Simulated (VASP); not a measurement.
Band structure of Hf (hcp). These are PBEsol GGA, VASP's PBE PAW potentials (set 64) (plane waves; VASP) values and carry that method's errors.

Unless said otherwise, spin-orbit coupling is left out, though it shifts the bands of the heavy elements here.

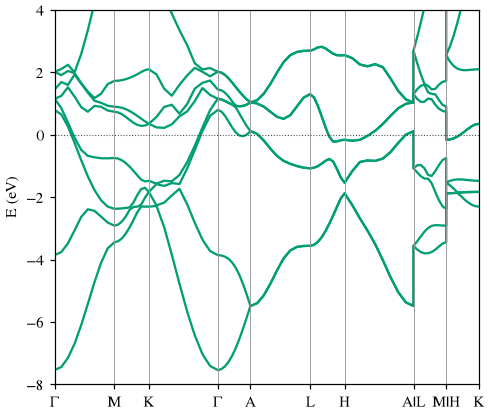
Bands along high-symmetry lines, zero at the valence-band maximum or, without a gap, the Fermi level

**Question.** Read the plot: is there a gap, and where are the band edges?

**Answer.** It has no gap at this level: it comes out as a metal or semimetal. (Edges off the drawn lines would not show.)

The compound is Hf in the hcp structure. It was relaxed first.
